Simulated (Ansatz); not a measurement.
Amorphous Hf18O41P2

A CHGNet melt-quench gave the starting glass, which DFT then relaxed. O atoms were pushed apart under 1.9 Å during the dynamics, to hinder bonds among them. The hot cell started wider than the set density and was brought back towards it in steps. It is the lowest in DFT energy of 2 quenches. It is a model cell: composition and starting density were chosen by hand, and all elements were melted together. No dispersion term was used.

Methods: PBE, scalar-relativistic without spin-orbit coupling (Ansatz, a first-principles code); r2SCAN, scalar-relativistic without spin-orbit coupling (Ansatz); HSE06, scalar-relativistic without spin-orbit coupling (Ansatz). Geometry, pressure, stress and energy are those of the PBE run. Its sampling: a 2×2×2 Γ-centred mesh; Fermi-Dirac width 0.02 eV; no spin polarisation. Other functionals are single points at the zone centre (r2SCAN at 500 eV; exact exchange cut at the cell's faces), free to take moments where seeds were set. At PBE the levels at the filled edge of the gap are localised (band-tail or defect states), and the nearest spread-out levels lie 4.2 eV apart at the zone centre.

```json
{
 "number_of_atoms_in_the_cell": "61",
 "Density (volume relaxed, without dispersion)": "8.28 g/cm³",
 "volume_per_atom": "12.92 Å³",
 "Pressure on a 2×2×2 Γ-centred mesh": "0.05 GPa",
 "Largest force and stress component on that mesh (the relaxation ran on the zone centre alone)": "0.12 eV/Å and 0.1 GPa",
 "Level gap on a 2×2×2 Γ-centred mesh (PBE)": "3.83 eV",
 "Level gap at the zone centre (PBE)": "3.92 eV",
 "Level gap at the zone centre (r2SCAN)": "4.39 eV",
 "Level gap at the zone centre (HSE06)": "5.55 eV"
}
```

Cut-offs for bonds: Hf-Hf 3.34 Å, Hf-O 2.60 Å, Hf-P 2.85 Å, O-O 1.58 Å, O-P 2.08 Å, P-P 2.50 Å. Two cations that share two anions don't count as bonded, nor two that share one unless they lie closer than Hf-Hf 3.25 Å, Hf-P 2.77 Å, P-P 2.29 Å.

- Mean coordination of Hf by anions = 6.39 (2 with 5, 8 with 6, 7 with 7, 1 with 8)
- Mean coordination of O = 3.00 (7 with 2, 27 with 3, 7 with 4)
- Mean coordination of P by anions = 4.00 (2 with 4)
- Mean Hf-O bond = 2.151 Å (spread 0.124 Å, 115 counted)
- Mean O-P bond = 1.560 Å (spread 0.029 Å, 8 counted)

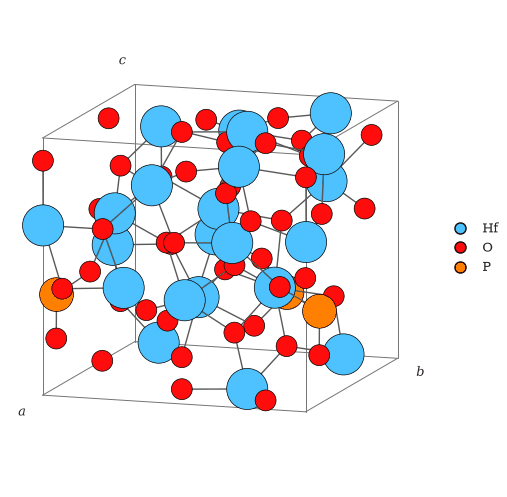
The relaxed cell

Its density started from a set value of 8.17 g/cm³. The simulated quench (nominally 450 K/ps over its main leg) is rapid and tends to freeze in more defects than a deposited or slowly cooled glass has. A cell of this size samples the disorder only roughly. Volume and shape were free in the relaxation. On a 2×2×2 Γ-centred mesh force components of up to 0.12 eV/Å stay, since the relaxation ran on the zone centre alone.
